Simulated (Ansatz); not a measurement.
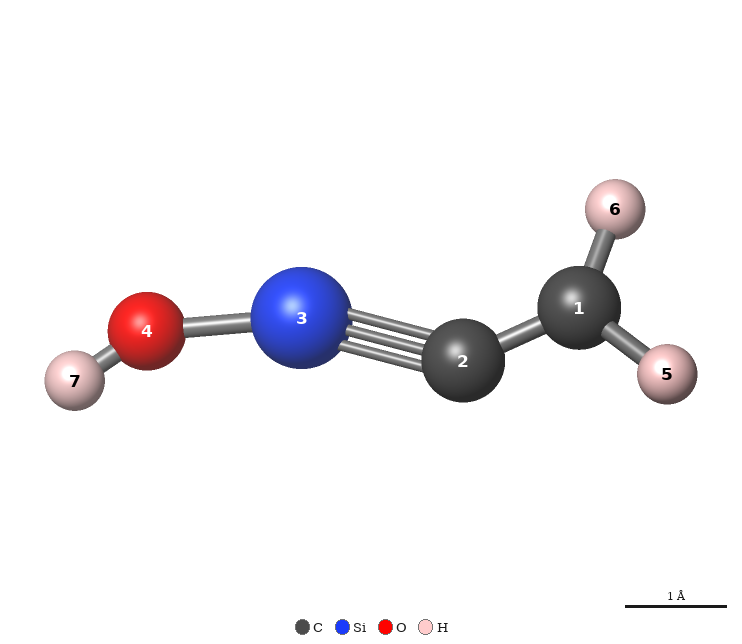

(Drawn from a calculation with Ansatz.)

Charge +1, singlet. Geometry: atoms displaced at random (about 0.07 Å) from a stationary point of GFN2-xTB.

Give the bond lengths.

```json
{"bond": "C1–C2", "length (Å)": "1.269", "order": "single"}
{"bond": "C1–H5", "length (Å)": "1.233", "order": "single"}
{"bond": "C1–H6", "length (Å)": "1.132", "order": "single"}
{"bond": "C2–Si3", "length (Å)": "1.766", "order": "triple"}
{"bond": "Si3–O4", "length (Å)": "1.560", "order": "single"}
{"bond": "O4–H7", "length (Å)": "0.876", "order": "single"}
```
